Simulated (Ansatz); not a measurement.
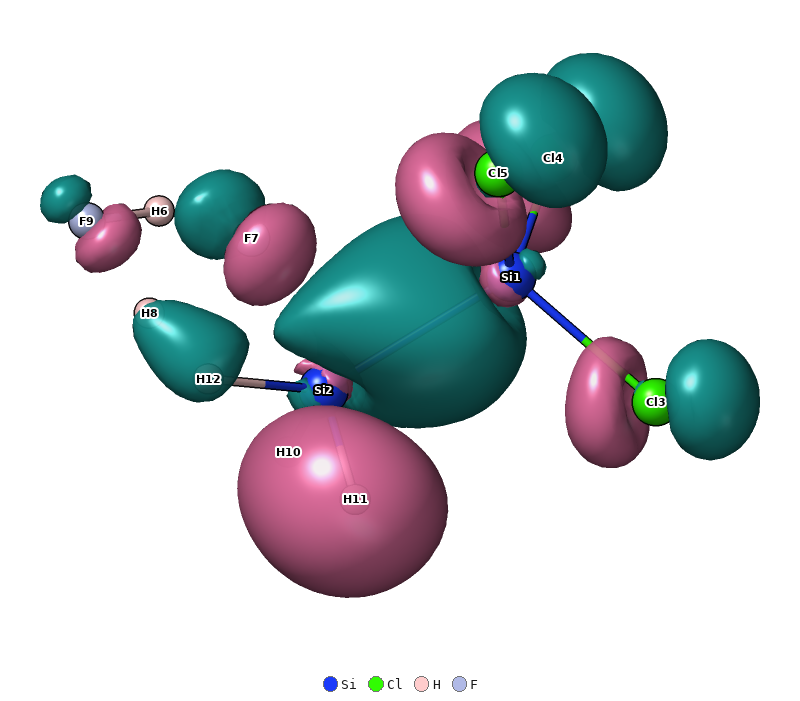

Figure. Cl₃H₃Si₂···HF···F···H. The HOMO at ±0.1 Å⁻³ᐟ² (teal and pink are the two phases), seen at a tilt.

A transition-state structure; geometry: PBE0-D4/def2-TZVP.

Method: RKS PBE0-D4/def2-TZVPP in Ansatz 0.2.0.

```xyz
12

Si   -1.5467    0.9039   -0.5849
Si    0.2041   -0.6468   -0.5937
Cl   -2.2657    1.0727   -2.4883
Cl   -3.1009    0.4347    0.6442
Cl   -0.7893    2.7164   -0.0109
H     0.9949   -0.5526    1.8614
F    -0.0282   -0.7688    1.2983
H     1.9839   -0.2243    0.7286
F     2.0531   -0.2969    1.9478
H    -0.0199   -2.1052   -0.6628
H     0.7665   -0.3285   -1.9545
H     1.7484   -0.2046   -0.1852
```

### What is the character of this orbital?

It lies mainly on Si2 (about 25 %), Si1 (about 20 %), H11 (about 15 %), Cl4 (about 10 %), Cl5 (about 10 %) and Cl3 (about 5 %). Its energy is −8.28 eV.
